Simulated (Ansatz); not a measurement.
CH6Ge

| atom | x (Å) | y (Å) | z (Å) |
| --- | --- | --- | --- |
| Ge | 0.1294 | -0.0059 | 0.2202 |
| H | 0.2621 | -0.2587 | 1.7257 |
| C | 2.0769 | 0.0291 | 0.2449 |
| H | 2.4089 | -0.9497 | 0.6334 |
| H | 2.6050 | 0.2250 | -0.7046 |
| H | 2.3723 | 0.8018 | 0.9755 |
| H | -0.5584 | 1.3291 | -0.1127 |
| H | -0.5061 | -1.1707 | -0.5586 |

Not at a stationary point (largest force 1.3 eV/Å).

These are results of RKS B3LYP-D4/def2-SVP (Ansatz), not measurements.

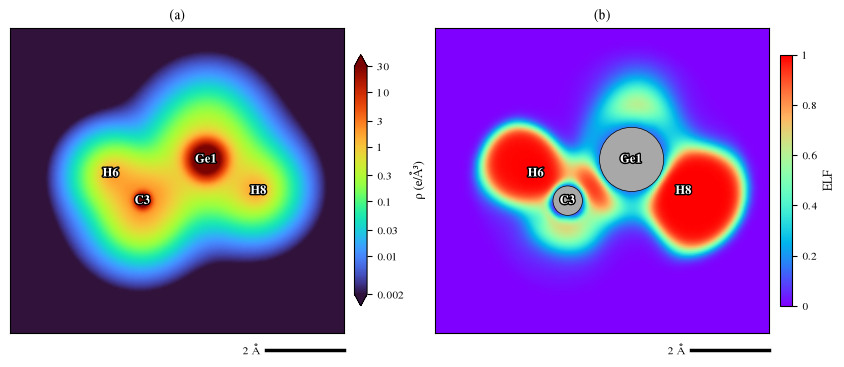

Figure 1. (a) electron density; (b) electron localisation function on the plane of atoms C3, Ge1 and H8. Grey discs cover the atomic cores in the ELF map.

Question: What does the map show?

Answer:
- The plane passes through Ge, C and H nuclei.
- C–Ge (1.95 Å): ρ is about 0.88 e/Å³ halfway; the ELF peaks at about 0.90 in the valence shell of C, 0.7 Å from its nucleus, and is about 0.70 at the midpoint.
- C–H (1.10 Å): ρ at the midpoint is about 1.9 e/Å³; the ELF climbs to about 1 towards the hydrogen, as it does in any bond to H (a covalent bond by its length).
- Ge–H (1.54 Å): ρ at the midpoint is about 1 e/Å³; the ELF climbs to about 1 towards the hydrogen.

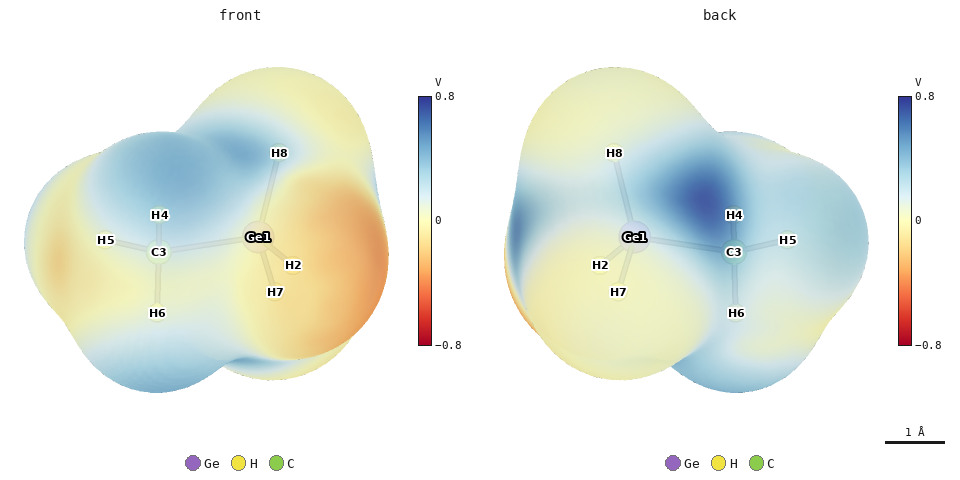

Figure 2. The electrostatic potential painted on the density surface at 0.001 e/bohr³, seen from the front and from behind; the colour scale runs from red (negative) to blue (positive).

Question: Where is the surface potential most negative and most positive?

Answer: The most negative region (about −0.3 V) lies over H2, the most positive (about +0.7 V) over Ge1.

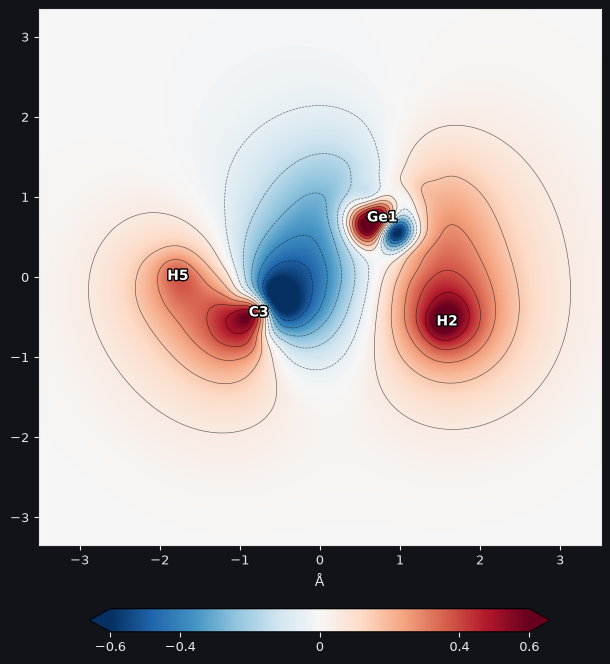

Figure 3. The HOMO on the plane of atoms Ge1, C3 and H5 (values in Å⁻³ᐟ²; the overall sign is arbitrary).

Question: What is the character of this orbital?

Answer: Its weight (Hirshfeld) is mainly on Ge1 (about 35 %), C3 (about 30 %), H2 (about 20 %) and H5 (about 5 %). Its energy is −8.04 eV.
